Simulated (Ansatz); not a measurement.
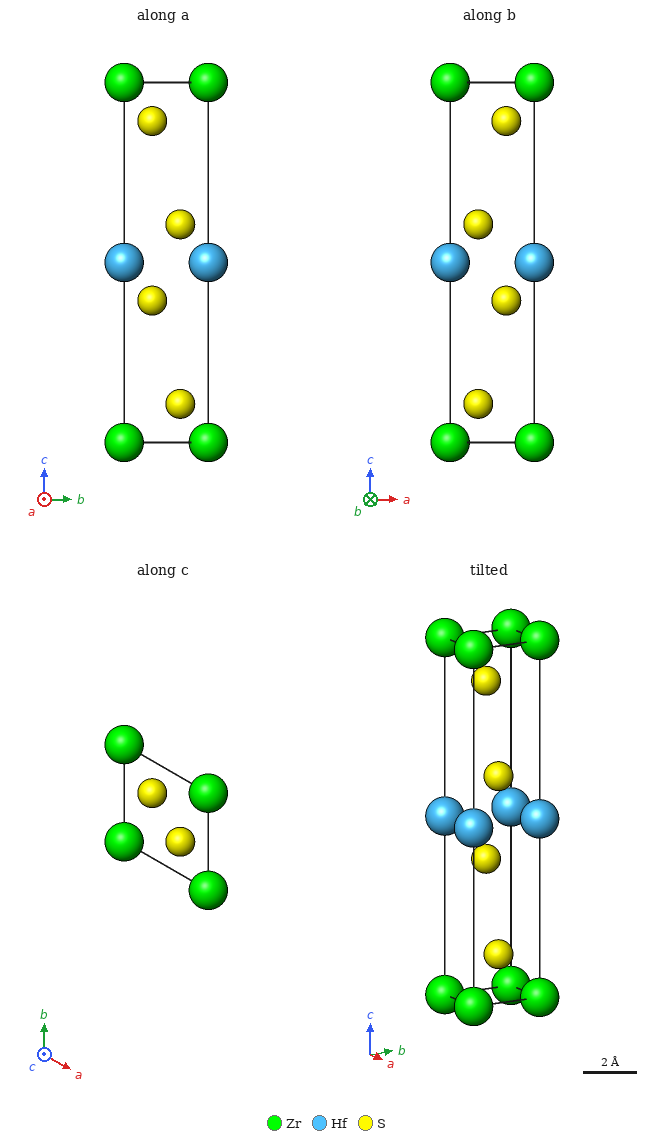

Crystal structure, spheres-only style, seen along the a axis, along the b axis, along the c axis and slightly off an axis. The parallelepiped is the conventional unit cell.

Lattice parameters: a = 3.6682 Å, b = 3.6682 Å, c = 13.5893 Å, α = 90.000°, β = 90.000°, γ = 120.000°.

Q: Turn the picture into a CIF with its space group and independent sites, with free fractional coordinates to two decimals.

A:
```cif
data_structure
_symmetry_space_group_name_H-M 'P -3 m 1'
_symmetry_Int_Tables_number 164
_cell_length_a 3.6682
_cell_length_b 3.6682
_cell_length_c 13.5893
_cell_angle_alpha 90.000
_cell_angle_beta 90.000
_cell_angle_gamma 120.000
_cell_volume 158.35
loop_
_atom_site_label
_atom_site_type_symbol
_atom_site_symmetry_multiplicity
_atom_site_Wyckoff_symbol
_atom_site_fract_x
_atom_site_fract_y
_atom_site_fract_z
_atom_site_occupancy
Zr1 Zr 1 a 0.00 0.00 0.00 1
Hf1 Hf 1 b 0.00 0.00 0.50 1
S1 S 2 d 0.6667 0.3333 0.39 1
S2 S 2 d 0.6667 0.3333 0.89 1
```

The structure was taken from a structure type filled with these elements by a generator (whether the compound takes this form wasn't checked). Earlier steps of the study, as a rule a relaxation of our own, may have changed the cell and positions, so they can lie some per cent off the listed ones. Ansatz was used for an electronic-structure calculation on it.
